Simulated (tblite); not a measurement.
C5H5F2Se: geometry relaxation (part 2 of 2)

C5H5F2Se, multiplicity 2; GFN2-xTB geometry optimisation, gas phase (tblite 0.8.0). It belongs to a series of runs on one base structure; here: H added to aryl C.

Geometry of the input (Å):
```
F  0.4988  -1.6017  -0.0691
C  1.4257  -0.6106  -0.3813
F  2.6114  -0.9413  0.2460
C  0.8718  0.7139  0.0900
C  -0.4118  1.0065  -0.5769
C  -1.4735  0.0709  -0.3356
C  -1.4913  -0.4760  0.8706
Se 0.0345  0.2849  1.8416
H  1.4958  -0.6270  -1.4886
H  1.5817  1.5184  0.1745
H  -0.6925  2.0764  -0.5929
H  -2.2517  -0.2112  -1.0773
H  -2.2033  -1.2027  1.2812
```

## Trajectory as extended XYZ, continued
```
13
Properties=species:S:1:pos:R:3:forces:R:3 step=31 energy=-702.71730
F     0.9870   -1.6987   -0.5340    0.0920   0.0710  -0.0360
C     1.6065   -0.4969   -0.4578    0.0460  -0.0650  -0.0550
F     2.7608   -0.7077    0.2209   -0.1050   0.0350   0.0720
C     0.7054    0.5157    0.2436    0.0040  -0.0780   0.0430
C    -0.4986    0.7912   -0.5883    0.0410   0.0790  -0.1760
C    -1.6768    0.2773   -0.1399    0.0230   0.0070  -0.0720
C    -1.6594   -0.3522    1.0993   -0.0130  -0.0330  -0.0980
Se    0.0153   -0.2913    1.9249   -0.1530  -0.0750  -0.0810
H     1.8796   -0.1790   -1.4773   -0.0340  -0.0540  -0.0220
H     1.3104    1.4004    0.4556    0.0290   0.0660   0.0880
H    -0.3754    1.2778   -1.5408    0.0030   0.0280   0.0420
H    -2.5745    0.3702   -0.7332   -0.0250  -0.0970   0.1520
H    -2.4848   -0.9062    1.5093    0.0920   0.1170   0.1430
13
Properties=species:S:1:pos:R:3:forces:R:3 step=33 energy=-702.72964
F     1.0277   -1.6981   -0.5794    0.0720  -0.0140  -0.0140
C     1.6264   -0.4921   -0.4662   -0.0620   0.0890  -0.0290
F     2.7722   -0.6916    0.2274   -0.0860   0.0000   0.0780
C     0.6976    0.4963    0.2386    0.0770  -0.0230   0.0790
C    -0.5065    0.7752   -0.5970    0.1690  -0.0160  -0.0630
C    -1.6873    0.2808   -0.1300    0.1040   0.0410  -0.1790
C    -1.6736   -0.3441    1.1089   -0.0550   0.0200  -0.1380
Se    0.0023   -0.3356    1.9074    0.0630  -0.0330   0.0440
H     1.9043   -0.1428   -1.4717    0.0180  -0.0580  -0.0910
H     1.2995    1.3841    0.4735   -0.0840  -0.0290   0.0520
H    -0.3674    1.2379   -1.5595   -0.0670   0.0260   0.0650
H    -2.5827    0.3704   -0.7181   -0.1800  -0.0340   0.0600
H    -2.5170   -0.8400    1.5483    0.0310   0.0320   0.1370
13
Properties=species:S:1:pos:R:3:forces:R:3 step=34 energy=-702.73629
F     1.0559   -1.6983   -0.6085    0.0480  -0.0410  -0.0090
C     1.6375   -0.4878   -0.4726   -0.0720   0.1340  -0.0020
F     2.7764   -0.6809    0.2331   -0.0500  -0.0200   0.0690
C     0.6940    0.4823    0.2381    0.0770   0.0210   0.0290
C    -0.5071    0.7647   -0.6038    0.1370  -0.0930   0.0410
C    -1.6914    0.2843   -0.1287    0.0790   0.0190  -0.1650
C    -1.6835   -0.3379    1.1111   -0.0460   0.0260  -0.0930
Se   -0.0053   -0.3650    1.8986    0.1320  -0.0040   0.0540
H     1.9211   -0.1213   -1.4707    0.0260  -0.0570  -0.0810
H     1.2897    1.3733    0.4864   -0.1190  -0.0720   0.0410
H    -0.3642    1.2138   -1.5711   -0.0640   0.0430   0.0470
H    -2.5925    0.3700   -0.7064   -0.1870   0.0190  -0.0010
H    -2.5350   -0.7965    1.5766    0.0400   0.0260   0.0700
13
Properties=species:S:1:pos:R:3:forces:R:3 step=36 energy=-702.74347
F     1.0868   -1.6986   -0.6366    0.0060  -0.0190  -0.0170
C     1.6466   -0.4799   -0.4800    0.0200   0.0370   0.0150
F     2.7768   -0.6706    0.2408    0.0080  -0.0130   0.0560
C     0.6905    0.4662    0.2387    0.0120   0.0260  -0.0460
C    -0.5039    0.7507   -0.6111   -0.0300  -0.1180   0.0580
C    -1.6957    0.2885   -0.1354   -0.0170  -0.0510  -0.0210
C    -1.6914   -0.3306    1.1069    0.0330   0.0250   0.0140
Se   -0.0090   -0.3943    1.8906    0.0810   0.0090   0.0000
H     1.9418   -0.1027   -1.4724    0.0000  -0.0410  -0.0250
H     1.2717    1.3590    0.5058   -0.0690  -0.0200   0.0290
H    -0.3607    1.1890   -1.5811   -0.0210   0.0740  -0.0040
H    -2.6134    0.3721   -0.6918   -0.0380   0.0750  -0.0450
H    -2.5444   -0.7482    1.6079    0.0150   0.0140  -0.0140
13
Properties=species:S:1:pos:R:3:forces:R:3 step=37 energy=-702.74463
F     1.0881   -1.6986   -0.6367   -0.0030  -0.0090  -0.0190
C     1.6465   -0.4786   -0.4803    0.0480  -0.0180   0.0050
F     2.7754   -0.6710    0.2425    0.0160   0.0000   0.0510
C     0.6906    0.4655    0.2380   -0.0150  -0.0020  -0.0320
C    -0.5035    0.7480   -0.6109   -0.0470  -0.0790   0.0070
C    -1.6963    0.2872   -0.1386   -0.0410  -0.0590   0.0270
C    -1.6898   -0.3297    1.1049    0.0330   0.0100   0.0420
Se   -0.0066   -0.3942    1.8905    0.0410   0.0020  -0.0160
H     1.9432   -0.1044   -1.4736   -0.0010  -0.0300  -0.0130
H     1.2683    1.3574    0.5080   -0.0340   0.0290   0.0250
H    -0.3616    1.1908   -1.5784   -0.0070   0.0810  -0.0340
H    -2.6168    0.3726   -0.6923    0.0080   0.0690  -0.0330
H    -2.5417   -0.7447    1.6092    0.0010   0.0060  -0.0110
13
Properties=species:S:1:pos:R:3:forces:R:3 step=39 energy=-702.74643
F     1.0924   -1.6989   -0.6409    0.0040   0.0120  -0.0040
C     1.6501   -0.4776   -0.4809    0.0340  -0.0640  -0.0080
F     2.7753   -0.6715    0.2477    0.0060   0.0150   0.0210
C     0.6902    0.4634    0.2351   -0.0280  -0.0420   0.0040
C    -0.5052    0.7390   -0.6123   -0.0240   0.0070  -0.0830
C    -1.6991    0.2818   -0.1412   -0.0230  -0.0130   0.0510
C    -1.6878   -0.3265    1.1065    0.0000  -0.0200   0.0440
Se   -0.0020   -0.3951    1.8899   -0.0160  -0.0110  -0.0380
H     1.9465   -0.1064   -1.4759    0.0200  -0.0150   0.0190
H     1.2604    1.3566    0.5122   -0.0060   0.0580  -0.0070
H    -0.3646    1.1947   -1.5748   -0.0080   0.0540  -0.0270
H    -2.6202    0.3780   -0.6952    0.0510   0.0300   0.0120
H    -2.5403   -0.7370    1.6120   -0.0110  -0.0110   0.0160
13
Properties=species:S:1:pos:R:3:forces:R:3 step=41 energy=-702.74778
F     1.1029   -1.7001   -0.6520    0.0120  -0.0100   0.0210
C     1.6564   -0.4789   -0.4826   -0.0140   0.0080   0.0080
F     2.7770   -0.6676    0.2545   -0.0020  -0.0050  -0.0090
C     0.6882    0.4575    0.2318   -0.0050  -0.0090  -0.0070
C    -0.5080    0.7307   -0.6179    0.0140   0.0050  -0.0220
C    -1.7015    0.2783   -0.1391    0.0180   0.0410   0.0110
C    -1.6898   -0.3235    1.1120   -0.0210  -0.0120  -0.0120
Se   -0.0019   -0.4054    1.8862    0.0040  -0.0030  -0.0360
H     1.9530   -0.1035   -1.4759    0.0490  -0.0070   0.0300
H     1.2527    1.3555    0.5154   -0.0340  -0.0070  -0.0430
H    -0.3680    1.1964   -1.5770   -0.0220   0.0130   0.0090
H    -2.6199    0.3828   -0.6947    0.0100   0.0100   0.0270
H    -2.5455   -0.7218    1.6215   -0.0090  -0.0240   0.0220
13
Properties=species:S:1:pos:R:3:forces:R:3 step=42 energy=-702.74811
F     1.1067   -1.7008   -0.6550    0.0120  -0.0180   0.0250
C     1.6580   -0.4793   -0.4830   -0.0140   0.0260   0.0100
F     2.7773   -0.6659    0.2564   -0.0010  -0.0130  -0.0080
C     0.6872    0.4552    0.2306    0.0010   0.0060  -0.0160
C    -0.5086    0.7289   -0.6200    0.0150  -0.0070   0.0100
C    -1.7018    0.2786   -0.1382    0.0180   0.0420   0.0010
C    -1.6908   -0.3231    1.1131   -0.0210  -0.0060  -0.0210
Se   -0.0021   -0.4096    1.8840    0.0110  -0.0020  -0.0270
H     1.9562   -0.1024   -1.4750    0.0490  -0.0040   0.0230
H     1.2497    1.3546    0.5156   -0.0350  -0.0200  -0.0460
H    -0.3693    1.1971   -1.5782   -0.0230   0.0060   0.0130
H    -2.6198    0.3840   -0.6934   -0.0090   0.0120   0.0220
H    -2.5472   -0.7167    1.6253   -0.0030  -0.0230   0.0130
13
Properties=species:S:1:pos:R:3:forces:R:3 step=44 energy=-702.74914
F     1.1154   -1.7034   -0.6586    0.0120  -0.0140   0.0210
C     1.6614   -0.4801   -0.4831    0.0140   0.0230   0.0010
F     2.7780   -0.6630    0.2613    0.0050  -0.0210   0.0190
C     0.6843    0.4494    0.2260    0.0140   0.0270  -0.0300
C    -0.5099    0.7237   -0.6262   -0.0070  -0.0100   0.0480
C    -1.7027    0.2820   -0.1360   -0.0140   0.0200  -0.0090
C    -1.6928   -0.3229    1.1142    0.0040   0.0110  -0.0290
Se   -0.0009   -0.4183    1.8768    0.0050  -0.0160   0.0070
H     1.9684   -0.1022   -1.4713    0.0270   0.0040  -0.0070
H     1.2378    1.3527    0.5139    0.0030  -0.0100  -0.0430
H    -0.3736    1.2002   -1.5811   -0.0200  -0.0170   0.0280
H    -2.6213    0.3918   -0.6877   -0.0440   0.0180   0.0060
H    -2.5484   -0.7094    1.6341    0.0030  -0.0140  -0.0130
13
Properties=species:S:1:pos:R:3:forces:R:3 step=46 energy=-702.74993
F     1.1186   -1.7051   -0.6551    0.0140   0.0100   0.0010
C     1.6638   -0.4802   -0.4823    0.0320  -0.0250  -0.0070
F     2.7784   -0.6645    0.2649    0.0010  -0.0010   0.0390
C     0.6834    0.4481    0.2217    0.0080  -0.0030  -0.0120
C    -0.5112    0.7207   -0.6283   -0.0210   0.0250   0.0040
C    -1.7048    0.2862   -0.1350   -0.0380  -0.0090  -0.0010
C    -1.6929   -0.3234    1.1129    0.0070   0.0010   0.0060
Se    0.0015   -0.4204    1.8723   -0.0210  -0.0270   0.0160
H     1.9779   -0.1049   -1.4690    0.0030   0.0020  -0.0210
H     1.2296    1.3538    0.5087    0.0490   0.0300  -0.0260
H    -0.3773    1.2024   -1.5810   -0.0160  -0.0210   0.0250
H    -2.6253    0.4015   -0.6829   -0.0330   0.0140   0.0060
H    -2.5461   -0.7138    1.6353    0.0160   0.0050  -0.0300
13
Properties=species:S:1:pos:R:3:forces:R:3 step=47 energy=-702.75038
F     1.1201   -1.7058   -0.6522    0.0130   0.0170  -0.0120
C     1.6657   -0.4804   -0.4818    0.0270  -0.0390  -0.0040
F     2.7784   -0.6657    0.2682   -0.0040   0.0150   0.0360
C     0.6835    0.4485    0.2192    0.0010  -0.0200   0.0000
C    -0.5126    0.7200   -0.6286   -0.0190   0.0400  -0.0210
C    -1.7068    0.2885   -0.1343   -0.0350  -0.0200   0.0030
C    -1.6927   -0.3241    1.1120    0.0060  -0.0040   0.0210
Se    0.0027   -0.4220    1.8703   -0.0270  -0.0210   0.0080
H     1.9824   -0.1070   -1.4686   -0.0020  -0.0030  -0.0160
H     1.2275    1.3555    0.5043    0.0580   0.0360  -0.0160
H    -0.3798    1.2035   -1.5805   -0.0150  -0.0190   0.0190
H    -2.6285    0.4072   -0.6801   -0.0170   0.0090   0.0110
H    -2.5444   -0.7178    1.6343    0.0140   0.0100  -0.0290
13
Properties=species:S:1:pos:R:3:forces:R:3 step=49 energy=-702.75124
F     1.1286   -1.7075   -0.6514    0.0070   0.0050  -0.0270
C     1.6713   -0.4811   -0.4815   -0.0040  -0.0220   0.0050
F     2.7778   -0.6643    0.2792   -0.0130   0.0310   0.0080
C     0.6831    0.4473    0.2140   -0.0080  -0.0230   0.0070
C    -0.5168    0.7193   -0.6296    0.0010   0.0280  -0.0200
C    -1.7118    0.2922   -0.1322   -0.0020  -0.0200   0.0000
C    -1.6932   -0.3254    1.1115   -0.0060  -0.0030   0.0240
Se    0.0038   -0.4329    1.8640   -0.0110   0.0150  -0.0120
H     1.9930   -0.1093   -1.4679    0.0050  -0.0110   0.0090
H     1.2270    1.3575    0.4947    0.0270  -0.0010   0.0040
H    -0.3864    1.2048   -1.5803   -0.0120  -0.0090   0.0030
H    -2.6361    0.4169   -0.6734    0.0070   0.0040   0.0190
H    -2.5447   -0.7172    1.6353    0.0080   0.0050  -0.0200
13
Properties=species:S:1:pos:R:3:forces:R:3 step=50 energy=-702.75141
F     1.1323   -1.7081   -0.6537    0.0050  -0.0030  -0.0220
C     1.6727   -0.4813   -0.4817   -0.0110  -0.0060   0.0030
F     2.7774   -0.6621    0.2823   -0.0120   0.0240   0.0010
C     0.6826    0.4461    0.2130   -0.0060  -0.0100   0.0000
C    -0.5180    0.7194   -0.6302    0.0040   0.0100  -0.0020
C    -1.7127    0.2923   -0.1316    0.0080  -0.0130  -0.0040
C    -1.6938   -0.3254    1.1121   -0.0050   0.0040   0.0110
Se    0.0036   -0.4373    1.8619    0.0000   0.0250  -0.0100
H     1.9956   -0.1088   -1.4675    0.0090  -0.0100   0.0130
H     1.2276    1.3566    0.4935    0.0100  -0.0200   0.0060
H    -0.3881    1.2045   -1.5810   -0.0110  -0.0070   0.0020
H    -2.6376    0.4179   -0.6715    0.0060   0.0060   0.0170
H    -2.5460   -0.7134    1.6369    0.0040  -0.0030  -0.0150
13
Properties=species:S:1:pos:R:3:forces:R:3 step=52 energy=-702.75162
F     1.1375   -1.7091   -0.6589    0.0060  -0.0060  -0.0070
C     1.6740   -0.4815   -0.4822   -0.0070   0.0070  -0.0060
F     2.7767   -0.6581    0.2855   -0.0080   0.0050   0.0030
C     0.6815    0.4437    0.2118    0.0010   0.0060  -0.0100
C    -0.5191    0.7188   -0.6312   -0.0010  -0.0110   0.0150
C    -1.7135    0.2920   -0.1309    0.0070   0.0040  -0.0030
C    -1.6949   -0.3244    1.1135    0.0060   0.0140  -0.0130
Se    0.0031   -0.4415    1.8595    0.0090   0.0230   0.0040
H     1.9999   -0.1076   -1.4663    0.0070   0.0000   0.0060
H     1.2277    1.3539    0.4936   -0.0040  -0.0290   0.0040
H    -0.3899    1.2023   -1.5829   -0.0090  -0.0050   0.0030
H    -2.6394    0.4201   -0.6682    0.0020   0.0060   0.0080
H    -2.5480   -0.7081    1.6388   -0.0080  -0.0140  -0.0040
13
Properties=species:S:1:pos:R:3:forces:R:3 step=54 energy=-702.75182
F     1.1425   -1.7104   -0.6634    0.0070   0.0000   0.0030
C     1.6753   -0.4817   -0.4828    0.0040   0.0020  -0.0090
F     2.7762   -0.6551    0.2883   -0.0060  -0.0100   0.0120
C     0.6804    0.4415    0.2098    0.0020   0.0010  -0.0070
C    -0.5203    0.7175   -0.6317   -0.0040  -0.0110   0.0010
C    -1.7147    0.2928   -0.1300   -0.0020   0.0170   0.0080
C    -1.6959   -0.3224    1.1148    0.0070   0.0040  -0.0100
Se    0.0031   -0.4416    1.8585    0.0030   0.0100   0.0110
H     2.0059   -0.1071   -1.4646   -0.0040   0.0100  -0.0080
H     1.2266    1.3508    0.4932    0.0000  -0.0120   0.0020
H    -0.3925    1.1983   -1.5847   -0.0030   0.0010  -0.0020
H    -2.6419    0.4260   -0.6634    0.0000  -0.0030  -0.0040
H    -2.5492   -0.7082    1.6383   -0.0040  -0.0090   0.0030
13
Properties=species:S:1:pos:R:3:forces:R:3 step=55 energy=-702.75186
F     1.1431   -1.7106   -0.6636    0.0060   0.0010   0.0010
C     1.6755   -0.4818   -0.4829    0.0050  -0.0010  -0.0050
F     2.7760   -0.6553    0.2888   -0.0050  -0.0080   0.0120
C     0.6804    0.4414    0.2093    0.0000  -0.0050  -0.0030
C    -0.5205    0.7172   -0.6317   -0.0030  -0.0040  -0.0060
C    -1.7150    0.2934   -0.1297   -0.0030   0.0160   0.0100
C    -1.6960   -0.3219    1.1149    0.0030  -0.0030  -0.0020
Se    0.0031   -0.4402    1.8590    0.0000   0.0060   0.0060
H     2.0069   -0.1072   -1.4645   -0.0060   0.0090  -0.0090
H     1.2265    1.3504    0.4927    0.0030  -0.0050   0.0020
H    -0.3931    1.1975   -1.5849   -0.0010   0.0030  -0.0040
H    -2.6423    0.4278   -0.6625    0.0000  -0.0060  -0.0060
H    -2.5490   -0.7103    1.6373    0.0010  -0.0040   0.0020
13
Properties=species:S:1:pos:R:3:forces:R:3 step=57 energy=-702.75191
F     1.1440   -1.7108   -0.6639    0.0030  -0.0010  -0.0040
C     1.6759   -0.4820   -0.4833    0.0010  -0.0030   0.0030
F     2.7754   -0.6559    0.2900   -0.0030  -0.0030   0.0040
C     0.6804    0.4411    0.2087   -0.0020  -0.0050   0.0020
C    -0.5207    0.7168   -0.6319    0.0000   0.0030  -0.0050
C    -1.7153    0.2948   -0.1290   -0.0020   0.0050   0.0060
C    -1.6960   -0.3215    1.1151   -0.0030  -0.0060   0.0070
Se    0.0031   -0.4385    1.8600   -0.0020   0.0040  -0.0040
H     2.0074   -0.1068   -1.4649   -0.0030   0.0040   0.0000
H     1.2267    1.3497    0.4923    0.0040   0.0010   0.0000
H    -0.3939    1.1970   -1.5853    0.0010   0.0030  -0.0050
H    -2.6425    0.4289   -0.6621   -0.0010  -0.0050  -0.0040
H    -2.5489   -0.7123    1.6365    0.0070   0.0030   0.0000
```

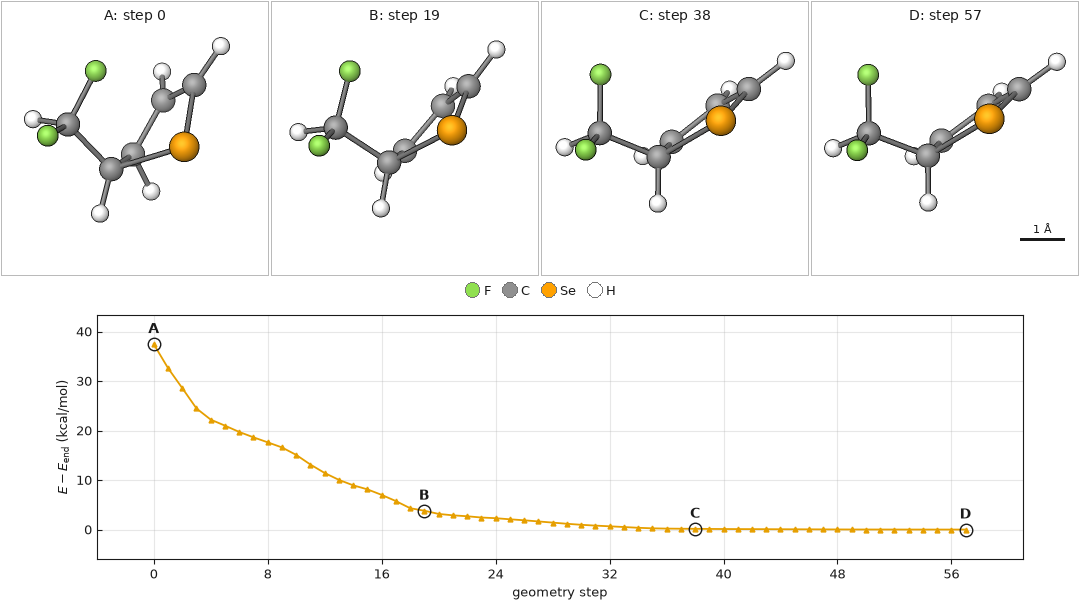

Figure 1. Frames of the relaxation (ball-and-stick view, seen at a tilt) above the curves, on which the letters mark them (steps are counted from 0).

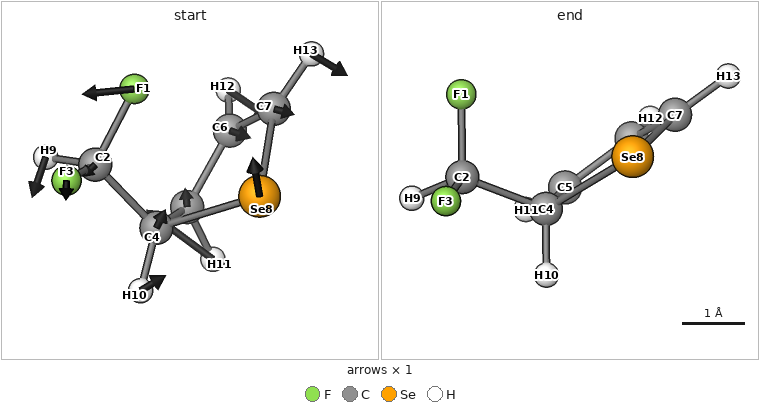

Figure 2. Before (left) and after (right) the relaxation, at one scale (ball-and-stick view, seen at a tilt). The black arrows give the displacements, at true length. The largest move after the best rigid fit is that of H11, 1.38 Å. Largest moves by element: H 1.38 Å, F 0.87 Å, Se 0.70 Å, C 0.38 Å. Among the contacts that change: C7–Se8 1.962 → 1.859 Å, C5–C6 1.436 → 1.363 Å, C6–C7 1.325 → 1.389 Å, F1–C2 1.392 → 1.351 Å. Among the angles that change: C5–C4–Se8 94.3° → 106.0°, C2–C4–H10 116.0° → 107.1°, C6–C5–H11 116.4° → 124.7°. The energy falls by 37.4 kcal/mol in 57 geometry steps. Largest force component: 2 eV/Å at the start, 0.007 eV/Å at the end. (Atoms are counted from 1 in the order of the input.)

## Summary

- outcome: converged
- total energy: −702.7519 eV
- peak memory: 0.18 GiB
